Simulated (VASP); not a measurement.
Band structure of CsPbCl3 (space group R32). Level of theory: PBEsol GGA with spin-orbit coupling, VASP's PBE PAW potentials (set 64) (plane waves; VASP).

The path is coarsely sampled, so an indirect gap can come out somewhat too large.

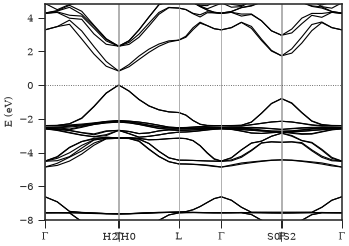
Figure. Bands along high-symmetry lines, zero at the valence-band maximum or, without a gap, the Fermi level

**Question.** Read the plot: is there a gap, and where are the band edges?

**Answer.** The gap is direct, 0.84 eV, from the valence maximum at T-H2 at 0.50 to the conduction minimum at T-H2 at 0.50.

The structure comes from a computed database's CsPbCl3 entry (R32); how it stands against other phases isn't given here. It was relaxed first.
